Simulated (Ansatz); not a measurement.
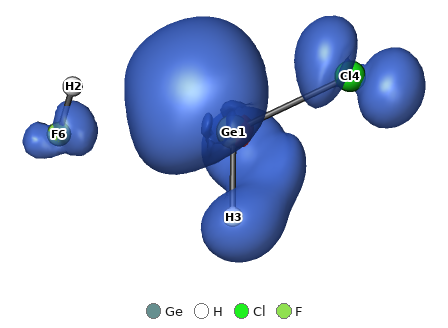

Figure 1: ClGeH₂···HF (doublet). Isosurfaces of the spin density at +0.015 (blue) and −0.015 e/Å³ (red), seen from one side.

The calculation used UKS CAM-B3LYP/def2-SVP in Ansatz 0.2.0.

```yaml
atoms:
  - { symbol: Ge, position_ang: [-0.1356, 0.2275, -0.0631] }
  - { symbol: H, position_ang: [-0.1316, 0.2200, 2.6884] }
  - { symbol: H, position_ang: [1.3835, 0.1768, -0.3211] }
  - { symbol: Cl, position_ang: [-0.9305, 1.6171, -1.5417] }
  - { symbol: H, position_ang: [-0.8353, -1.1189, -0.3316] }
  - { symbol: F, position_ang: [0.3354, -0.5758, 2.6174] }
```

Q: Describe the spin distribution.

A: The unpaired spin (1 electron) lies mostly on Ge1 (about 0.7) and Cl4 (about 0.1), in electrons by Hirshfeld's partition.
